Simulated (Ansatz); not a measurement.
Bond stretch in SMILES [GaH3], singlet. The Ga1–H4 bond (Ga1 also carries H, H; H4 carries nothing else) is pulled apart rigidly from the PBE0/def2-TZVP optimised geometry.

Methods: RKS-PBE = Ansatz (a first-principles code) with restricted PBE/def2-SVP; RKS-BLYP = restricted BLYP/def2-SVP in Ansatz; RKS-CAM-B3LYP = Ansatz with restricted CAM-B3LYP/def2-SVP; UKS-PBE = Ansatz with unrestricted PBE/def2-SVP; UCCSD(T) = CCSD(T) on UHF/def2-SVP, cores with 3d frozen run with Ansatz; UKS-BLYP = unrestricted BLYP/def2-SVP (Ansatz); UKS-CAM-B3LYP = unrestricted CAM-B3LYP/def2-SVP run with Ansatz; FCI = full CI/def2-SVP, cores with 3d frozen in Ansatz.

Cost and accuracy over the 21 points of the scan, with FCI as yardstick. Costs are rough ratios of core time within Ansatz on shared cores, each with its mean field (Kohn-Sham runs search longer for lower solutions than correlated ones do); the miss is the largest error against full CI of the curve after the mean shift, in kJ/mol.

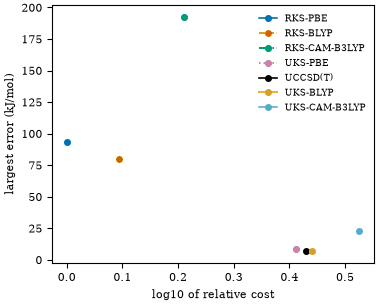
Miss against cost, one point a level.

```json
[
 {"level": "RKS-PBE", "relative cost": "1", "largest error": "93.1"},
 {"level": "RKS-BLYP", "relative cost": "1", "largest error": "79.7"},
 {"level": "RKS-CAM-B3LYP", "relative cost": "2", "largest error": "192.6"},
 {"level": "UKS-PBE", "relative cost": "3", "largest error": "8.5"},
 {"level": "UCCSD(T)", "relative cost": "3", "largest error": "7.0"},
 {"level": "UKS-BLYP", "relative cost": "3", "largest error": "7.3"},
 {"level": "UKS-CAM-B3LYP", "relative cost": "3", "largest error": "22.5"}
]
```

Costs within a factor of two of each other count as equal.

The restricted form behind RKS-PBE, RKS-BLYP, RKS-CAM-B3LYP keeps the bonding electrons paired and can't separate into open-shell fragments. The unrestricted determinant behind UKS-PBE, UKS-BLYP is spin-contaminated at 3.19 to 5.45 Å (<S²> up to 1.0, against 0.00 for a pure singlet). The unrestricted determinant behind UCCSD(T) is spin-contaminated at 2.37 to 5.45 Å (<S²> up to 1.0, against 0.00 for a pure singlet). The unrestricted determinant behind UKS-CAM-B3LYP is spin-contaminated at 2.60 to 5.45 Å (<S²> up to 1.0, against 0.00 for a pure singlet).
